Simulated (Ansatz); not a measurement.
# How fast states decay through KMgIF2, part 2 of 3

Aim: relax a made-up compound, KMgIF2, and see how good a tunnel barrier it would be. It is built by putting I for part of the F in the KMgF3 structure of space group Pm-3m, with the volume rescaled by atomic radii. The parent structure comes from the Materials Project.

Ansatz 0.2.0; r2SCAN DFT, plane waves, PAW files (the session's first sound run).

So far. Step 2 (Cell and atoms at rest): The largest force component on a free atom ends at 2.3e-29 eV/Å.

The structure was built from a prototype and need not be the compound's stable phase.

## (3) The bulk crystal and its band edges

The energy window and the wavevectors of the next steps follow from the band edges, so these are searched first, off the mesh as well.

The input, input.yaml:

```yaml
crystal:
  lattice:
    - [5.745988657, 0.0, 0.0]
    - [0.0, 4.3380617266, 0.0]
    - [0.0, 0.0, 4.3380617266]
  atoms:
    - { symbol: K, position: [0.5, 0.5, 0.5] }
    - { symbol: Mg, position: [0.0, 0.0, 0.0] }
    - { symbol: F, position: [0.0, 0.5, 0.0] }
    - { symbol: F, position: [0.0, 0.0, 0.5] }
    - { symbol: I, position: [0.5, 0.0, 0.0] }
kpoints:
  mp_grid: { grid: [6, 6, 6] }
  band_path: { path: [VBM, CBM], npoints: 30 }
scf:
  occupations: { method: fixed }
hamiltonian:
  xc: r2scan
output:
  eigenvalues: true
  write_potential: true
  write_density: true
  volumetric_format: npy
  elf: true
```

On the command line:

```console
> ansatz run input.yaml --threads 2 --pin off --max-ram 4096MiB --backend cpu --events-out ev --progress --plain --runs-dir out
```

Numbers of over 12 decimals in the logs are rounded to 6 here.

Log:

```text
[...]
Crystal: 5 atoms, lattice volume = 108.132 Å³
Basis set: ecut = 500 eV, 2757 PW (Γ), exchange–correlation on 180×128×128 points (64 copies of the dense FFT grid, shifted against one another)
Bands: 30, of which v1, the nominal top of the filled ones, is band 25 counted from 1 (24 counted from 0)
Symmetry: 16 space group operations
[...]
k-points: 40 of 216
[...]
SCF iter   1: F=—  HF=-12623.071823 eV  |F-HF|=—  |Δ(HF+E_count)|=         —  Δρ=7.53e-3  dr2=5.46e-2  dr2_τ=5.32e-2  ethr=1.77e-3  ⟨swp⟩=5.5  Hψ=4529  notcnv=0  defer=104
[...]
SCF iter   7: F=-12623.140067 eV  HF=-12623.140067 eV  |F-HF|=5.29e-9  |Δ(HF+E_count)|=   1.64e-7  Δρ=2.60e-6  dr2=1.12e-8  dr2_τ=5.44e-10  ethr=2.00e-10  ⟨swp⟩=10.5  Hψ=5559  notcnv=0
SCF 1 converged in 7 iterations: F = -12623.140067 eV  dr2 = 1.12e-8
[...]
NSCF: frozen V_eff on 40 k-points
[...]
SCF converged after 7 iterations
Free energy (F): -12623.140067 eV
[...]
Internal energy: -12623.140067 eV  (E = F + TS)
E sigma→0 (E₀):  -12623.140067 eV
Fermi energy:    3.139852 eV
[...]
--- Band table (eV; the first three rows and the last of 40) ---
  k-point 0: bands = [... 21 lower, 1.7596, 2.6213, 3.1399, 3.1399, 7.8910, 8.8773, 10.3844, 11.7264, ... 1 higher]
  k-point 1: bands = [... 21 lower, 1.7059, 2.5518, 2.6253, 2.9950, 8.2218, 9.4297, 11.0079, 11.6473, ... 1 higher]
  k-point 2: bands = [... 21 lower, 1.5881, 1.8497, 2.4224, 2.7288, 9.0134, 10.6014, 11.5472, 11.6294, ... 1 higher]
  k-point 39: bands = [... 21 lower, 2.1417, 2.2162, 2.6654, 2.6654, 9.5806, 9.5806, 11.1193, 11.2792, ... 1 higher]
```

Run time: 18 s. Hardware: 2 threads of Arm Neoverse V2, shared host; peak memory 0.59 GiB; 34 s of CPU time.

Numbers from this step:

| Item | Value |
| --- | --- |
| Fermi energy | 3.140 eV |
| gap on the k-mesh | 4.751 eV |
| gap on path | 4.751 eV, by band count; negative where bands overlap |
| direct gap on path | 4.751 eV |
| edge places on path | 0, 0 1/A along the path |

Levels at VBM (eV): -2.97, -2.95, -2.95, -1.59, -1.38, -1.38, -0.52, 0.00, 0.00, 4.75, 5.74, 7.24.

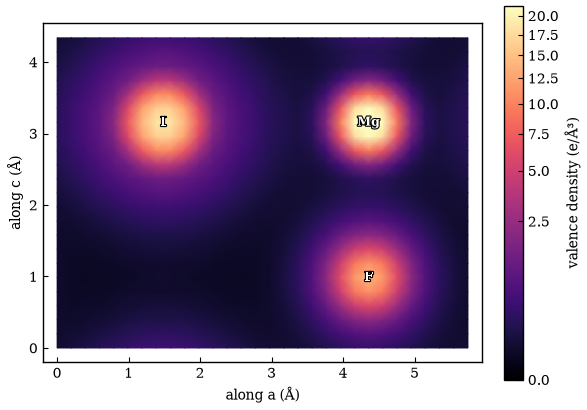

Valence density in the ac plane at fractional y = 0.000, with atoms of Mg and F and I within 0.2 Å of it. It is the smooth field of the valence electrons, not physical close to the nuclei. The map starts off the cell's origin, so that atoms lie inside it. The colour scale is stretched toward low values.

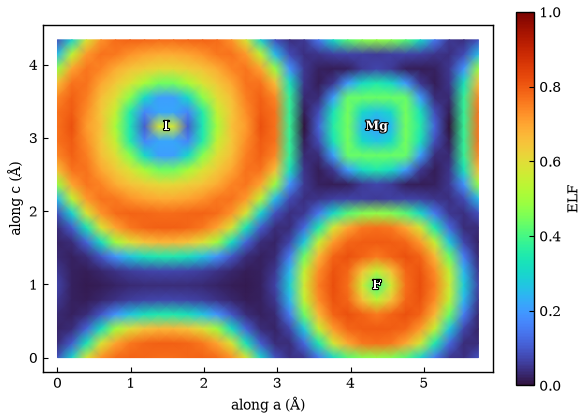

ELF in the ac plane at fractional y = 0.000, with atoms of Mg and F and I within 0.2 Å of it. It is the smooth field of the valence electrons, not physical close to the nuclei. The map starts off the cell's origin, so that atoms lie inside it.

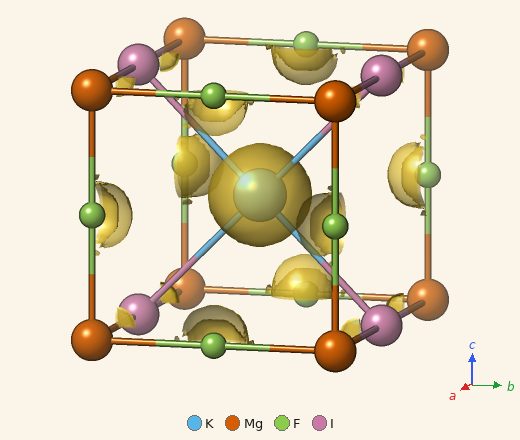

Surface of ELF = 0.8.

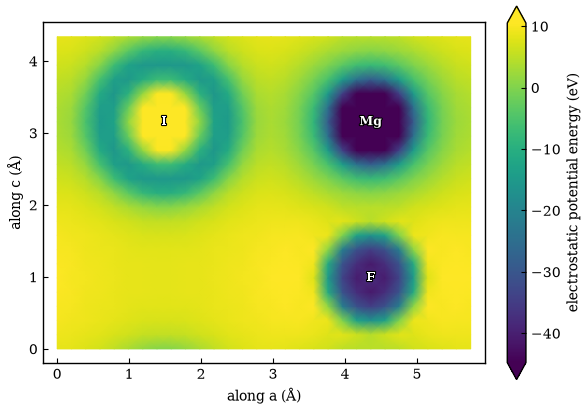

Electrostatic potential energy in the ac plane at fractional y = 0.000, with atoms of Mg and F and I within 0.2 Å of it. With pseudopotentials it is smooth inside the atoms' cores, unlike the true potential. The map starts off the cell's origin, so that atoms lie inside it.

The searched edges give 4.75 eV, as on the mesh.

## (4) Decaying states in the gap

This step: r2SCAN DFT, plane waves, PAW files; complex bands by layer matching along the plane's normal (Ansatz 0.2.0).

The same crystal is laid in a cell whose first two vectors span the (100) plane (indices of the standard conventional cell, whose axes can be ordered otherwise than in the bulk input). At fixed energy and wavevector in the plane the solver finds all kz, real and complex. A few wavevectors are listed, (0, 0) and (0.5, 0) in units of the plane's reciprocal vectors; the slowest state needn't be among them.

The input, input.yaml:

```yaml
crystal:
  lattice:
    - [4.338061727, 0.0, 0.0]
    - [0.0, 5.745988657, 0.0]
    - [0.0, 0.0, 4.338061727]
  atoms:
    - { symbol: K, position: [0.5, 0.5, 0.5] }
    - { symbol: Mg, position: [0.0, 0.0, 0.0] }
    - { symbol: F, position: [0.0, 0.0, 0.5] }
    - { symbol: F, position: [0.5, 0.0, 0.0] }
    - { symbol: I, position: [0.0, 0.5, 0.0] }
kpoints:
  mp_grid: { grid: [6, 4, 6] }
scf:
  occupations: { method: fixed }
hamiltonian:
  xc: r2scan
output:
  eigenvalues: true
  transmission:
    leads: [[0, 0]]
    kpoints: [[0.0, 0.0], [0.5, 0.0]]
    e_range: [-1.0, 5.75]
    de: 0.11
```

Log:

```text
[...]
Crystal: 5 atoms, lattice volume = 108.132 Å³
Basis set: ecut = 500 eV, 2757 PW (Γ), exchange–correlation on 128×180×128 points (64 copies of the dense FFT grid, shifted against one another)
Bands: 30, of which v1, the nominal top of the filled ones, is band 25 counted from 1 (24 counted from 0)
Symmetry: 16 space group operations
[...]
k-points: 30 of 144
[...]
SCF iter   1: F=—  HF=-12623.071450 eV  |F-HF|=—  |Δ(HF+E_count)|=         —  Δρ=7.53e-3  dr2=5.46e-2  dr2_τ=5.32e-2  ethr=1.77e-3  ⟨swp⟩=5.5  Hψ=3432  notcnv=0  defer=72
[...]
SCF iter   7: F=-12623.140056 eV  HF=-12623.140056 eV  |F-HF|=2.07e-10  |Δ(HF+E_count)|=   1.60e-7  Δρ=2.93e-6  dr2=1.40e-8  dr2_τ=4.99e-10  ethr=2.00e-10  ⟨swp⟩=10.5  Hψ=4318  notcnv=0
SCF 1 converged in 7 iterations: F = -12623.140056 eV  dr2 = 1.40e-8
[...]
transmission: 7 of 14 steps passed
transmission: 14 of 14 steps passed
SCF converged after 7 iterations
Free energy (F): -12623.140056 eV
[...]
Internal energy: -12623.140056 eV  (E = F + TS)
E sigma→0 (E₀):  -12623.140056 eV
Fermi energy:    3.139879 eV
[...]
--- Band table (eV; the first three rows and the last of 30) ---
  k-point 0: bands = [... 21 lower, 1.7596, 2.6213, 3.1399, 3.1399, 7.8910, 8.8773, 10.3844, 11.7264, ... 1 higher]
  k-point 1: bands = [... 21 lower, 1.7059, 2.5518, 2.6253, 2.9951, 8.2218, 9.4297, 11.0080, 11.6473, ... 1 higher]
  k-point 2: bands = [... 21 lower, 1.5881, 1.8497, 2.4225, 2.7288, 9.0134, 10.6014, 11.5472, 11.6294, ... 1 higher]
  k-point 29: bands = [... 21 lower, 2.1417, 2.2162, 2.6655, 2.6655, 9.5806, 9.5806, 11.1193, 11.2792, ... 1 higher]
--- Transmission ---
  basis      : 259 plane waves across, 7 finite elements along
  points     : 2, as listed
  energies   : 62 from -1.000000 to 5.710000 eV about the Fermi level, 0.110000 eV apart; the leads are filled to 2.375582 eV, and channels, transmission and decay are at 2.410000 eV
  crystal 0  : Mg1F2I1K1, at the sites [0, 0], period 4.3381 Å: whole cells are its period
    offset         : up to 0.0000 Å between an atom of the period and one for which it stands
    channels       : 0.000000e0 a spin
    conductance    : none, the energies end too early or step too widely for 300 K: set another output.transmission.e_range or a lower de, or, where they end at an eighth of basis.ecutwfc, a higher one
    slowest decay  : 0.3210 /Å at (0.0000, 0.0000)
```

It took 67 s on 2 threads; peak memory 0.88 GiB.

This step gave:

| Item | Value |
| --- | --- |
| level to which the leads are filled | 2.376 eV from the Fermi level |
| decay constant at the filling level, zone centre | 0.3210 Å⁻¹ |
| decay constant at the filling level, slowest listed point | 0.321 Å⁻¹ |

K parallel (0, 0); values up to 1.5 1/Å, a degenerate pair printed once or twice; energies at which all values exceed this have no row. Im kz of the slowest decaying states against energy, zero at the highest filled level on the SCF mesh:

```
energy (eV)  decay 1 (Å⁻¹)  decay 2 (Å⁻¹)  decay 3 (Å⁻¹)  decay 4 (Å⁻¹)
     -1.000          0.387          0.417          0.468          0.542
     -0.450          0.218          0.513          0.758          0.901
     -0.010          0.500          0.558          0.863          0.890
      0.540          0.205          0.372          0.585          0.644
      0.980          0.258          0.454          0.591          0.719
      1.530          0.296          0.511          0.584          0.793
      1.970          0.313          0.538          0.568          0.770
      2.520          0.322          0.536          0.557          0.726
      2.960          0.321          0.500          0.565          0.688
      3.510          0.309          0.439          0.565          0.637
      3.950          0.287          0.374          0.560          0.592
      4.500          0.194          0.291          0.530          0.548
      5.050          0.227          0.462          0.528          0.928
      5.490          0.144          0.403          0.507          0.909
```

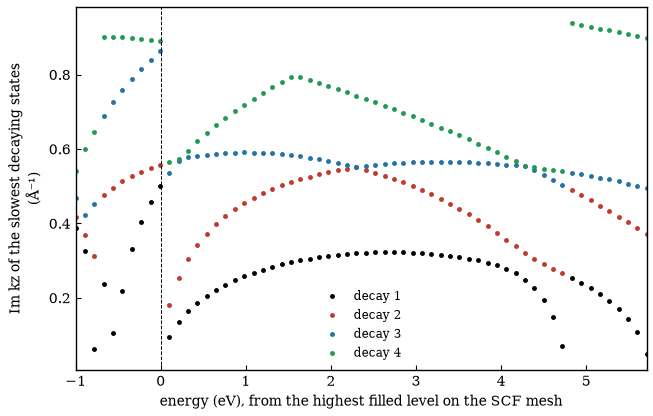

Im kz of the slowest decaying states, plotted against energy.

K parallel (0.5, 0); values up to 1.5 1/Å, a degenerate pair printed once or twice; energies at which all values exceed this have no row. Im kz of the slowest decaying states against energy, zero at the highest filled level on the SCF mesh:

```
energy (eV)  decay 1 (Å⁻¹)  decay 2 (Å⁻¹)  decay 3 (Å⁻¹)  decay 4 (Å⁻¹)
     -1.000          0.160          0.915           1.26           1.31
     -0.450          0.187          0.319          0.391          0.558
     -0.010          0.393          0.398          0.590          0.739
      0.540          0.458          0.482          0.779          0.909
      0.980          0.489          0.517          0.952           1.03
      1.530          0.514          0.539          0.991           1.11
      1.970          0.527          0.546          0.952           1.11
      2.520          0.535          0.546          0.904           1.10
      2.960          0.536          0.540          0.865           1.08
      3.510          0.526          0.531          0.814           1.02
      3.950          0.510          0.523          0.768          0.880
      4.500          0.483          0.507          0.705          0.779
      5.050          0.445          0.484          0.633          0.691
      5.490          0.400          0.461          0.570          0.621
```

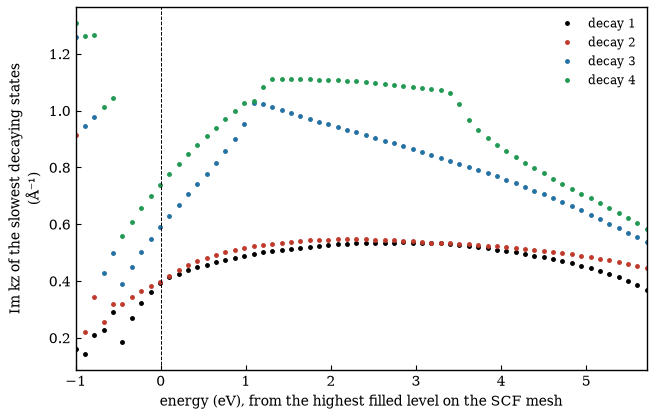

Im kz of the slowest decaying states, plotted against energy.

At the listed wavevectors the last open channel is at -0.01 eV and the next at +4.83 eV on the grid. At +2.41 eV, the grid energy nearest the filling level (the middle of the gap on the SCF mesh), the slowest state at the listed wavevectors decays with κ = 0.321 Å⁻¹, its amplitude falling by e over 3.1 Å. Through 1 nm of this crystal that state's transmission falls by exp(−2 × 0.321 Å⁻¹ × 10 Å) = 0.0016.

## (5) Band edges at another level, cutoff 420 eV

This step: PBE DFT, plane waves, PAW files (Ansatz 0.2.0).

The edges again with PBE, at the same atoms. Against that run the cutoff is 420 eV against 500.

The input, input.yaml:

```yaml
crystal:
  lattice:
    - [5.745988657, 0.0, 0.0]
    - [0.0, 4.3380617266, 0.0]
    - [0.0, 0.0, 4.3380617266]
  atoms:
    - { symbol: K, position: [0.5, 0.5, 0.5] }
    - { symbol: Mg, position: [0.0, 0.0, 0.0] }
    - { symbol: F, position: [0.0, 0.5, 0.0] }
    - { symbol: F, position: [0.0, 0.0, 0.5] }
    - { symbol: I, position: [0.5, 0.0, 0.0] }
kpoints:
  mp_grid: { grid: [6, 6, 6] }
  band_path: { path: [VBM, CBM], npoints: 30 }
scf:
  occupations: { method: fixed }
hamiltonian:
  xc: pbe
output:
  eigenvalues: true
```

Log:

```text
[...]
Crystal: 5 atoms, lattice volume = 108.132 Å³
Basis set: ecut = 420 eV, 2099 PW (Γ)
Bands: 30, of which v1, the nominal top of the filled ones, is band 25 counted from 1 (24 counted from 0)
Symmetry: 16 space group operations
[...]
k-points: 40 of 216
[...]
SCF iter   1: F=—  HF=-12597.128753 eV  |F-HF|=—  |Δ(HF+E_count)|=         —  Δρ=1.13e-3  dr2=2.09e-3  ethr=1.77e-3  ⟨swp⟩=5.5  Hψ=4792  notcnv=0  defer=112
[...]
SCF iter   7: F=-12597.127728 eV  HF=-12597.127728 eV  |F-HF|=4.90e-9  |Δ(HF+E_count)|=   5.61e-8  Δρ=2.18e-6  dr2=8.01e-9  ethr=2.00e-10  ⟨swp⟩=11.7  Hψ=5579  notcnv=0
SCF 1 converged in 7 iterations: F = -12597.127728 eV  dr2 = 8.01e-9
[...]
SCF converged after 7 iterations
Free energy (F): -12597.127728 eV
[...]
Internal energy: -12597.127728 eV  (E = F + TS)
E sigma→0 (E₀):  -12597.127728 eV
Fermi energy:    3.493513 eV
[...]
--- Band table (eV; the first three rows and the last of 40) ---
  k-point 0: bands = [... 21 lower, 2.2945, 3.0623, 3.4935, 3.4935, 7.5238, 8.7246, 10.0045, 11.4038, ... 1 higher]
  k-point 1: bands = [... 21 lower, 2.2409, 2.9720, 2.9932, 3.3475, 7.8613, 9.2530, 10.6563, 11.4315, ... 1 higher]
  k-point 2: bands = [... 21 lower, 2.1234, 2.2562, 2.8677, 3.0814, 8.6421, 10.3663, 11.3512, 11.3745, ... 1 higher]
  k-point 39: bands = [... 21 lower, 2.6286, 2.6779, 3.0629, 3.0629, 9.3930, 9.3930, 10.7804, 10.9220, ... 1 higher]
```

It took 8.2 s on 2 threads; peak memory 0.4 GiB; 16 s of CPU time.

This step gave:

```
free energy        : -12597.1277 eV
Fermi energy       : 3.494 eV
gap on the k-mesh  : 4.030 eV
gap on path        : 4.030 eV, by band count; negative where bands overlap
direct gap on path : 4.030 eV
```

Levels at VBM (eV): -2.86, -2.81, -2.81, -1.42, -1.20, -1.20, -0.43, 0.00, 0.00, 4.03, 5.23, 6.51, 7.91.

The searched edges give 4.03 eV, as on the mesh.

## (6) Complex bands at another level, cutoff 420 eV

This step: PBE DFT, plane waves, PAW files; complex bands by layer matching along the plane's normal (Ansatz 0.2.0).

The complex bands at that level, over its own gap, at (0, 0) and (0.5, 0).

The input, input.yaml:

```yaml
crystal:
  lattice:
    - [4.338061727, 0.0, 0.0]
    - [0.0, 5.745988657, 0.0]
    - [0.0, 0.0, 4.338061727]
  atoms:
    - { symbol: K, position: [0.5, 0.5, 0.5] }
    - { symbol: Mg, position: [0.0, 0.0, 0.0] }
    - { symbol: F, position: [0.0, 0.0, 0.5] }
    - { symbol: F, position: [0.5, 0.0, 0.0] }
    - { symbol: I, position: [0.0, 0.5, 0.0] }
kpoints:
  mp_grid: { grid: [6, 4, 6] }
scf:
  occupations: { method: fixed }
hamiltonian:
  xc: pbe
output:
  eigenvalues: true
  transmission:
    leads: [[0, 0]]
    kpoints: [[0.0, 0.0], [0.5, 0.0]]
    e_range: [-1.0, 5.03]
    de: 0.1
```

Log:

```text
[...]
Crystal: 5 atoms, lattice volume = 108.132 Å³
Basis set: ecut = 420 eV, 2099 PW (Γ)
Bands: 30, of which v1, the nominal top of the filled ones, is band 25 counted from 1 (24 counted from 0)
Symmetry: 16 space group operations
[...]
k-points: 30 of 144
[...]
SCF iter   1: F=—  HF=-12597.128799 eV  |F-HF|=—  |Δ(HF+E_count)|=         —  Δρ=1.12e-3  dr2=2.10e-3  ethr=1.77e-3  ⟨swp⟩=5.5  Hψ=3569  notcnv=0  defer=79
[...]
SCF iter   7: F=-12597.127756 eV  HF=-12597.127756 eV  |F-HF|=3.37e-9  |Δ(HF+E_count)|=   5.78e-8  Δρ=2.42e-6  dr2=8.73e-9  ethr=2.00e-10  ⟨swp⟩=11.8  Hψ=4106  notcnv=0
SCF 1 converged in 7 iterations: F = -12597.127756 eV  dr2 = 8.73e-9
[...]
transmission: 7 of 14 steps passed
transmission: 14 of 14 steps passed
SCF converged after 7 iterations
Free energy (F): -12597.127756 eV
[...]
Internal energy: -12597.127756 eV  (E = F + TS)
E sigma→0 (E₀):  -12597.127756 eV
Fermi energy:    3.493539 eV
[...]
--- Band table (eV; the first three rows and the last of 30) ---
  k-point 0: bands = [... 21 lower, 2.2945, 3.0623, 3.4935, 3.4935, 7.5238, 8.7246, 10.0045, 11.4038, ... 1 higher]
  k-point 1: bands = [... 21 lower, 2.2409, 2.9720, 2.9932, 3.3476, 7.8613, 9.2530, 10.6563, 11.4315, ... 1 higher]
  k-point 2: bands = [... 21 lower, 2.1234, 2.2563, 2.8678, 3.0814, 8.6421, 10.3664, 11.3512, 11.3745, ... 1 higher]
  k-point 29: bands = [... 21 lower, 2.6286, 2.6779, 3.0629, 3.0629, 9.3930, 9.3930, 10.7804, 10.9221, ... 1 higher]
--- Transmission ---
  basis      : 221 plane waves across, 7 finite elements along
  points     : 2, as listed
[...]
crystal 0  : Mg1F2I1K1, at the sites [0, 0], period 4.3381 Å: whole cells are its period
[...]
channels       : 0.000000e0 a spin
[...]
slowest decay  : 0.2997 /Å at (0.0000, 0.0000)
```

The job ended after 48 s (2 threads; peak memory 0.64 GiB).

This step gave:

```
free energy                                               : -12597.1278 eV
level to which the leads are filled                       : 2.015 eV from the Fermi level
decay constant at the filling level, zone centre          : 0.2997 Å⁻¹
decay constant at the filling level, slowest listed point : 0.2997 Å⁻¹
```

K parallel (0, 0); values up to 1.5 1/Å, a degenerate pair printed once or twice; energies at which all values exceed this have no row. The Im kz of the slowest decaying states by energy, zero at the highest filled level on the SCF mesh:

```
energy (eV)  decay 1 (Å⁻¹)  decay 2 (Å⁻¹)  decay 3 (Å⁻¹)  decay 4 (Å⁻¹)
     -1.000          0.289          0.414          0.420          0.759
     -0.500          0.454          0.684          0.871          0.970
      0.000        0.00255        0.00386          0.467          0.515
      0.500          0.195          0.359          0.540          0.611
      1.000          0.253          0.451          0.543          0.702
      1.500          0.284          0.501          0.531          0.766
      2.000          0.300          0.504          0.529          0.726
      2.500          0.303          0.463          0.544          0.681
      3.000          0.293          0.406          0.549          0.632
      3.500          0.254          0.335          0.545          0.578
      4.000         0.0682          0.281          0.518          0.535
      4.500          0.230          0.451          0.518          0.920
      5.000          0.141          0.377          0.495          0.898
```

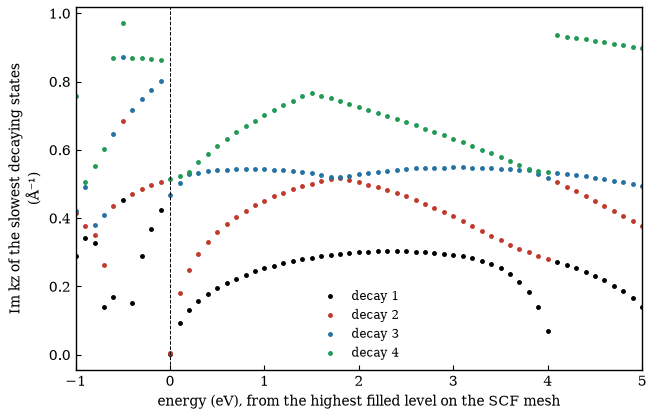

Im kz of the slowest decaying states against energy.

K parallel (0.5, 0); values up to 1.5 1/Å, a degenerate pair printed once or twice; energies at which all values exceed this have no row. Table of Im kz of the slowest decaying states by energy, zero at the highest filled level on the SCF mesh:

```
energy (eV)  decay 1 (Å⁻¹)  decay 2 (Å⁻¹)  decay 3 (Å⁻¹)  decay 4 (Å⁻¹)
      -1.00          0.169          0.860           1.24           1.27
       0.00          0.395          0.396          0.552          0.673
       1.00          0.481          0.513          0.926          0.980
       2.00          0.513          0.535          0.897           1.08
       3.00          0.514          0.520          0.797           1.05
       4.00          0.472          0.492          0.681          0.823
       5.00          0.360          0.444          0.547          0.638
```

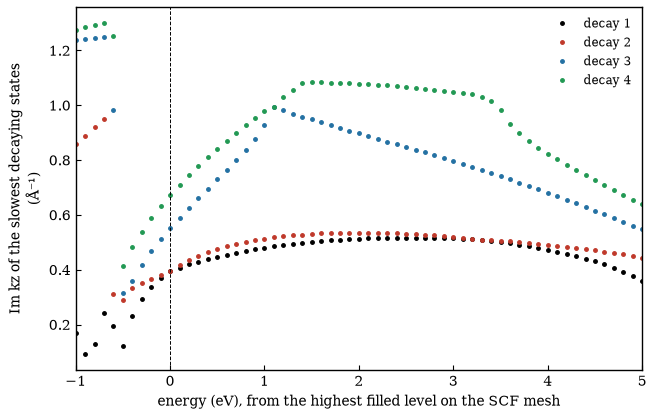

Im kz of the slowest decaying states against energy.

At the listed wavevectors the last open channel is at -0.10 eV and the next at +4.10 eV on the grid. At +2.00 eV, the grid energy nearest the filling level (the middle of the gap on the SCF mesh), the slowest state at the listed wavevectors decays with κ = 0.300 Å⁻¹, its amplitude falling by e over 3.3 Å; the first such run, plane (100), gave 0.321 Å⁻¹.

(Continued in part 3 of 3.)

[Logs are printed without paths, hosts, clocks, repeated set-up lines and the standing remarks that a program may print on its own settings, such as how far it seeks lower states.]

[Hosts, paths, dates, database ids (printed as entryN), source tags and the programs' standing remarks are cut or masked in the printed files.]
